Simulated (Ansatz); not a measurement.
# Si2NH6F (SMILES F[SiH2]N[SiH3]): levels of theory compared

Wanted: a comparison of 6 runs (HF/cc-pVDZ, B3LYP/6-31G*, B3LYP/cc-pVDZ, PBE/cc-pVDZ, revPBE/cc-pVDZ, wB97X/cc-pVDZ) of Si2NH6F. 

The calculation is run with Ansatz 0.2.0.

69 further runs of the same task are left out: 69 set aside as unsound or not needed.

**1. The molecule**

Si2NH6F: 10 atoms, total charge 0, spin state singlet. As SMILES, `F[SiH2]N[SiH3]`. The Si4–H10 distance was set to 3.264 Å, away from the relaxed value. At this shape a bond of the SMILES string is far longer than usual.

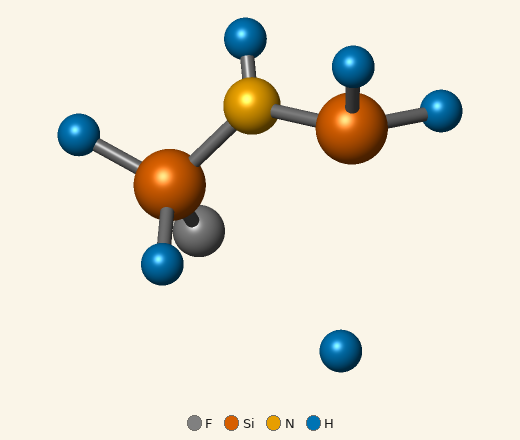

Viewed from a chosen angle; fluorine grey, silicon orange, nitrogen amber, hydrogen blue.

**2. A single-point energy at HF/cc-pVDZ (run 1)**

Contents of input.yaml:

```yaml
crystal:
  periodic: [false, false, false]
  atoms:
    - {symbol: F, position_ang: [-0.218453, 0.330936, -2.738625]}
    - {symbol: Si, position_ang: [0.968047, 0.638436, -1.707825]}
    - {symbol: N, position_ang: [1.857847, -0.758164, -1.297825]}
    - {symbol: Si, position_ang: [1.537847, -1.899464, -0.033225]}
    - {symbol: H, position_ang: [1.860247, 1.603836, -2.388625]}
    - {symbol: H, position_ang: [0.332947, 1.176036, -0.486025]}
    - {symbol: H, position_ang: [2.607347, -0.999564, -1.931925]}
    - {symbol: H, position_ang: [2.734547, -2.085464, 0.829675]}
    - {symbol: H, position_ang: [1.156747, -3.233164, -0.569925]}
    - {symbol: H, position_ang: [-0.924400, -0.683300, 1.730300]}
basis:
  gaussian:
    orbitals: cc-pVDZ
hamiltonian:
  xc: hf
accuracy: high
output:
  orbitals: {seedname: orbitals}
```

Started as:

```console
$ ansatz run input.yaml --threads 1 --pin off --max-ram 3480MiB --events-out events.jsonl --progress --plain --runs-dir runs
```

Output:

```text
Warning: RAYON_NUM_THREADS=1 ignored (pool sized by the plan → 1); use --threads N
Functional definition: HF
  name "HF"
  exchange = exact_x
  correlation = 0
2198 factors; integrals over basis functions are off by at most 3.7e-9 eV
mean field evaluation 1: about -20001.1116 eV, gradient 3.6e1 eV
mean field evaluation 2: about -20001.1751 eV, gradient 3.6e1 eV
mean field evaluation 4: about -20004.4235 eV, gradient 2.8e0 eV
mean field evaluation 8: about -20004.4569 eV, gradient 1.4e-1 eV
mean field evaluation 16: about -19999.6869 eV, gradient 1.5e1 eV
mean field -20004.45703809 eV, -735.1502366418 hartree, gradient 8.3e-8 eV, S^2 0.000000; 0 other end points of the search recorded, 0 dependent functions left out
reference -20004.45703809 eV, -735.1502366418 hartree; 25, 25 occupied and 69, 69 virtual orbitals, 2198 factors
Total energy: -20004.45703809 eV, -735.1502366418 hartree
```

Run time: 3.6 s. Hardware: 1 thread of Intel Xeon Platinum 8488C (Sapphire Rapids), shared host; peak memory 0.3 GiB.

**3. A single-point energy at B3LYP/6-31G(d) (spherical functions) (run 2)**

Contents of molecule.yaml:

```yaml
basis:
  gaussian:
    orbitals: 6-31G_st_-spherical.json
crystal:
  periodic: [false, false, false]
  atoms:
    - {symbol: F, position_ang: [-0.218453, 0.330936, -2.738625]}
    - {symbol: Si, position_ang: [0.968047, 0.638436, -1.707825]}
    - {symbol: N, position_ang: [1.857847, -0.758164, -1.297825]}
    - {symbol: Si, position_ang: [1.537847, -1.899464, -0.033225]}
    - {symbol: H, position_ang: [1.860247, 1.603836, -2.388625]}
    - {symbol: H, position_ang: [0.332947, 1.176036, -0.486025]}
    - {symbol: H, position_ang: [2.607347, -0.999564, -1.931925]}
    - {symbol: H, position_ang: [2.734547, -2.085464, 0.829675]}
    - {symbol: H, position_ang: [1.156747, -3.233164, -0.569925]}
    - {symbol: H, position_ang: [-0.924400, -0.683300, 1.730300]}
hamiltonian:
  xc: {name: B3LYP}
accuracy: high
output: {orbitals: {seedname: orbitals}}
```

The basis set 6-31G* is read from a file made from the Basis Set Exchange's data (not shown).

Started as:

```console
$ ansatz run molecule.yaml --threads 1 --pin off --max-ram 3480MiB --events-out events.jsonl --progress --plain --runs-dir runs
```

Output:

```text
Warning: RAYON_NUM_THREADS=1 ignored (pool sized by the plan → 1); use --threads N
Functional definition: B3LYP
  name "B3LYP"
  parameter a0 = 0.2
  parameter ax = 0.72
  parameter ac = 0.81
  exchange = (1 - a0 - ax)*slater_x + ax*b88_x + a0*exact_x
  correlation = (1 - ac)*vwn_rpa_c + ac*lyp_c
1751 factors; integrals over basis functions are off by at most 7.4e-9 eV
mean field evaluation 1: about -20050.9009 eV, gradient 6.1e1 eV
mean field evaluation 2: about -20036.5758 eV, gradient 9.6e1 eV
mean field evaluation 4: about -20056.7382 eV, gradient 1.3e1 eV
mean field evaluation 8: about -20057.9674 eV, gradient 1.0e0 eV
mean field evaluation 16: about -20057.9704 eV, gradient 1.8e-4 eV
mean field -20057.97040964 eV, -737.1168167736 hartree, gradient 7.0e-8 eV, S^2 0.000000; 0 other end points of the search recorded, 0 dependent functions left out
reference -20057.97045582 eV, -737.1168184706 hartree; 25, 25 occupied and 51, 51 virtual orbitals, 1751 factors
Total energy: -20057.97045582 eV, -737.1168184706 hartree
```

It took 6.3 s on 1 thread of Intel Xeon Platinum 8488C (Sapphire Rapids), shared host; peak memory 0.27 GiB.

**4. The energy at B3LYP/cc-pVDZ (run 3)**

Contents of in.yaml:

```yaml
crystal:
  periodic: [false, false, false]
  atoms:
    - {symbol: F, position_ang: [-0.218453, 0.330936, -2.738625]}
    - {symbol: Si, position_ang: [0.968047, 0.638436, -1.707825]}
    - {symbol: "N", position_ang: [1.857847, -0.758164, -1.297825]}
    - {symbol: Si, position_ang: [1.537847, -1.899464, -0.033225]}
    - {symbol: H, position_ang: [1.860247, 1.603836, -2.388625]}
    - {symbol: H, position_ang: [0.332947, 1.176036, -0.486025]}
    - {symbol: H, position_ang: [2.607347, -0.999564, -1.931925]}
    - {symbol: H, position_ang: [2.734547, -2.085464, 0.829675]}
    - {symbol: H, position_ang: [1.156747, -3.233164, -0.569925]}
    - {symbol: H, position_ang: [-0.924400, -0.683300, 1.730300]}
basis:
  gaussian: {orbitals: cc-pVDZ}
hamiltonian: {xc: {name: B3LYP}}
accuracy: high
output: {orbitals: {seedname: orbitals}}
```

Started as:

```console
$ ansatz run in.yaml --threads 1 --pin off --max-ram 3480MiB --events-out events.jsonl --progress --plain --runs-dir runs
```

Output:

```text
Warning: RAYON_NUM_THREADS=1 ignored (pool sized by the plan → 1); use --threads N
Functional definition: B3LYP
  name "B3LYP"
  parameter a0 = 0.2
  parameter ax = 0.72
  parameter ac = 0.81
  exchange = (1 - a0 - ax)*slater_x + ax*b88_x + a0*exact_x
  correlation = (1 - ac)*vwn_rpa_c + ac*lyp_c
2198 factors; integrals over basis functions are off by at most 3.7e-9 eV
mean field evaluation 1: about -20051.7615 eV, gradient 6.0e1 eV
mean field evaluation 2: about -20037.0320 eV, gradient 9.3e1 eV
mean field evaluation 4: about -20056.0036 eV, gradient 1.9e1 eV
mean field evaluation 8: about -20058.7942 eV, gradient 3.6e-1 eV
mean field evaluation 16: about -20058.9168 eV, gradient 3.5e-4 eV
mean field -20058.91684611 eV, -737.1515976722 hartree, gradient 3.3e-8 eV, S^2 0.000000; 0 other end points of the search recorded, 0 dependent functions left out
reference -20058.91689336 eV, -737.1515994088 hartree; 25, 25 occupied and 69, 69 virtual orbitals, 2198 factors
Total energy: -20058.91689336 eV, -737.1515994088 hartree
```

Run time: 8.1 s. Hardware: 1 thread of Intel Xeon Platinum 8488C (Sapphire Rapids), shared host; peak memory 0.36 GiB.

Runs 4 to 5 aren't shown in full; the table further down has their settings and results.

**5. A single-point energy at wB97X/cc-pVDZ (run 6)**

molecule.yaml, as its differences from that of step 3:

```diff
@@ -1,4 +1 @@
-basis:
-  gaussian:
-    orbitals: 6-31G_st_-spherical.json
 crystal:
@@ -16,5 +13,8 @@
     - {symbol: H, position_ang: [-0.924400, -0.683300, 1.730300]}
+basis:
+  gaussian:
+    orbitals: cc-pVDZ
+accuracy: high
 hamiltonian:
-  xc: {name: B3LYP}
-accuracy: high
+  xc: {name: wB97X}
 output: {orbitals: {seedname: orbitals}}
```

Started as:

```console
$ ansatz run molecule.yaml --threads 1 --pin off --max-ram 3480MiB --events-out events.jsonl --progress --plain --runs-dir runs
```

Output:

```text
Warning: RAYON_NUM_THREADS=1 ignored (pool sized by the plan → 1); use --threads N
Functional definition: wB97X
  name "wB97X"
  parameter omega = 0.3/bohr
  parameter cx = 0.157706
  parameter cx1 = 0.726479
  parameter cx2 = 1.04760
  parameter cx3 = -5.70635
  parameter cx4 = 13.2794
  parameter css1 = -4.33879
  parameter css2 = 18.2308
  parameter css3 = -31.7430
  parameter css4 = 17.2901
  parameter cos1 = 2.37031
  parameter cos2 = -11.3995
  parameter cos3 = 6.58405
  parameter cos4 = -3.78132
  exchange = spin_sum(e_x_unif_sr(omega)*poly(b97_u_x, 1 - cx, cx1, cx2, cx3, cx4)) + cx*exact_x_sr(omega)
      + exact_x_lr(omega)
  correlation = spin_sum(e_c_pw_same_spin*poly(b97_u_same, 1, css1, css2, css3, css4))
      + integral(e_c_pw_opposite_spin*poly(b97_u_opposite, 1, cos1, cos2, cos3, cos4))
2198 factors; integrals over basis functions are off by at most 3.7e-9 eV
432 factors; integrals over basis functions are off by at most 2.5e-9 eV
mean field evaluation 1: about -20051.2313 eV, gradient 4.8e1 eV
mean field evaluation 2: about -20051.6972 eV, gradient 4.7e1 eV
mean field evaluation 4: about -20055.8569 eV, gradient 1.3e0 eV
mean field evaluation 8: about -20055.9563 eV, gradient 5.1e-2 eV
mean field evaluation 16: about -20055.9563 eV, gradient 9.7e-5 eV
mean field -20055.95632412 eV, -737.0428004959 hartree, gradient 3.1e-8 eV, S^2 0.000000; 0 other end points of the search recorded, 0 dependent functions left out
reference -20055.95632053 eV, -737.0428003639 hartree; 25, 25 occupied and 69, 69 virtual orbitals, 2198 factors
Total energy: -20055.95632053 eV, -737.0428003639 hartree
```

Run time: 26 s. Hardware: 1 thread of Intel Xeon Platinum 8488C (Sapphire Rapids), shared host; peak memory 0.6 GiB.

**6. All runs side by side**

```
run                               level  energy (Eh)  HOMO energy (eV)  LUMO energy (eV)  HOMO–LUMO gap (eV)  wall time
  1                          HF/cc-pVDZ  -735.150237             -8.04             -0.83                7.21      3.6 s
  2  B3LYP/6-31G* (spherical functions)  -737.116818             -6.31             -3.77                2.54      6.3 s
  3                       B3LYP/cc-pVDZ  -737.151599             -6.40             -3.90                2.50      8.1 s
  4                         PBE/cc-pVDZ  -736.638463             -5.76             -4.36                1.41      6.9 s
  5                      revPBE/cc-pVDZ  -736.936599             -5.74             -4.33                1.41      6.6 s
  6                       wB97X/cc-pVDZ  -737.042800             -8.42             -1.87                6.55       26 s
```

**7. Outcome**

| quantity | value |
| --- | --- |
| run 6: total energy | -737.04280 Eh |
| run 6: HOMO energy | -8.42 eV |
| run 6: LUMO energy | -1.87 eV |
| run 6: HOMO–LUMO gap | 6.55 eV |

The HOMO–LUMO gap runs from 1.41 eV (revPBE/cc-pVDZ) to 7.21 eV (HF/cc-pVDZ). Exact exchange widens orbital gaps. Totals of different functionals can't be ranked against each other. In runs 1, 2, 3, 4, 5, 6 a closed-shell determinant meets a far-stretched bond, which it describes badly. All runs together took 58 s, the longest 26 s.
